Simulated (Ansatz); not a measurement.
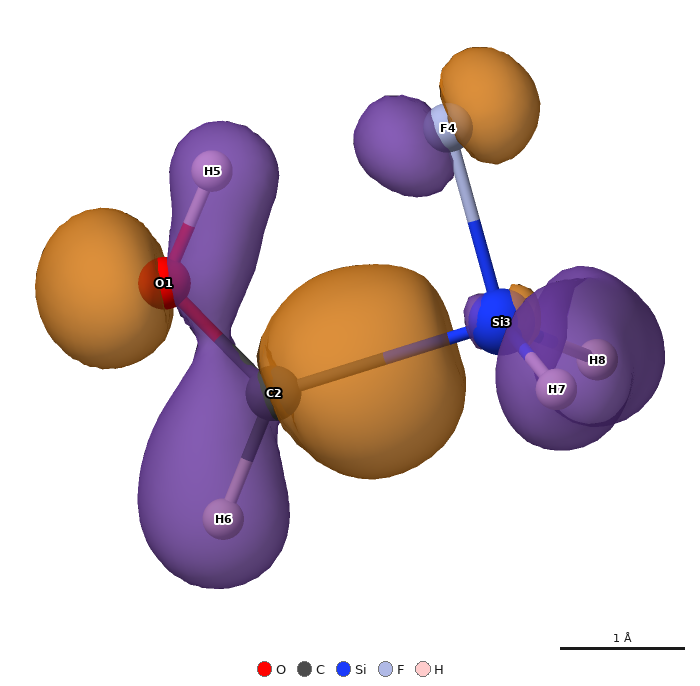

CH4FOSi (SMILES O[CH+][SiH2]F) (charge +1). The HOMO−1 at ±0.15 Å⁻³ᐟ² (orange and purple are the two phases), seen across its widest extent.

These are results of RKS PBE0/def2-SVP (Ansatz), not measurements.

```xyz
8

O    -0.7327    1.5201   -0.3024
C     0.0592    0.8979    0.4408
Si    0.3581   -0.9921    0.0461
F    -0.6629   -0.9584   -1.2237
H    -1.1090    0.9372   -1.0138
H     0.4886    1.5287    1.2394
H     1.7672   -1.1525   -0.3634
H    -0.1686   -1.7808    1.1771
```

> What is the character of this orbital?

It lies mainly on C2 (about 30 %), Si3 (about 20 %), O1 (about 20 %), H6 (about 5 %) and F4 (about 5 %). Its energy is −15.87 eV.
